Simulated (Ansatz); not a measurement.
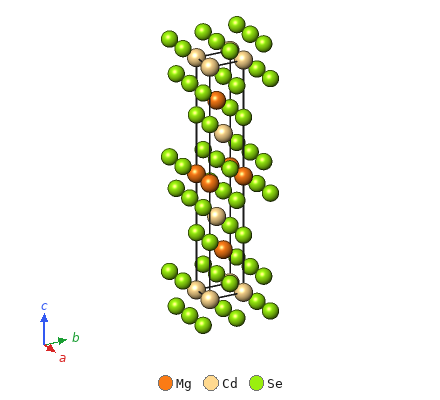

The structure; the drawing may span several cells.

Structure (in its standard cell), the end point of a relaxation with Ansatz, DFT PBE, scalar-relativistic, plane waves, PAW; the starting structure was generated, so it need not be a known form of this composition:

Space group R-3m:H (No. 166). a = 3.983 Å, b = 3.983 Å, c = 19.498 Å, α = 90.00°, β = 90.00°, γ = 120.00°
```json
{"atom": "Mg", "site": "3b", "symmetry": "-3m", "x": "0.3333", "y": "0.6667", "z": "0.1667"}
{"atom": "Cd", "site": "3a", "symmetry": "-3m", "x": "0.0000", "y": "0.0000", "z": "0.0000"}
{"atom": "Se", "site": "6c", "symmetry": "3m", "x": "0.0000", "y": "0.0000", "z": "0.2465"}
```

### What does the kinematic electron diffraction pattern along [001] look like at 100 kV (B = 1 Å²)?

The spots form a hexagonal net with both shortest vectors at d = 1.99 Å, 60.0° apart. They are 2 -1 0 and 1 1 0. The pattern has symmetry 6mm. The lattice centring (R) removes all reflections that break −h + k + l = 3n.

Strongest reflections with d > 0.80 Å, one of each family (|F|² from tabulated Gaussian fits of the electron scattering factors, times a small damping for the curvature of the Ewald sphere):

```
   hkl  d (Å)  I (strongest = 100)
2 -1 0  1.992                  100
 3 0 0  1.150                   23
4 -2 0  0.996                   14
```

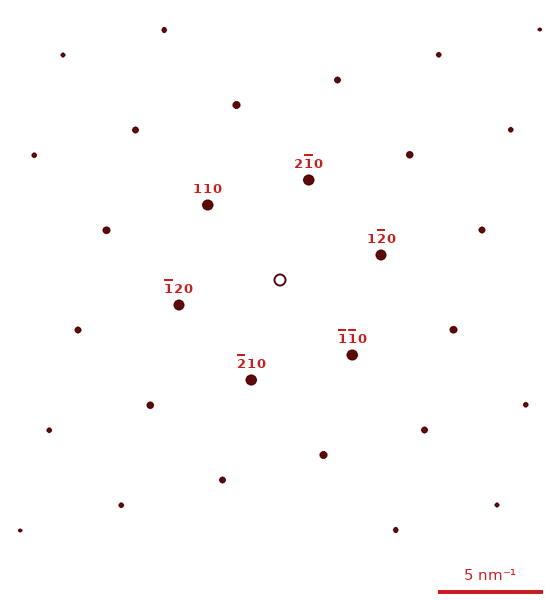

Calculated pattern, seen from the source side with [001] pointing towards the source.
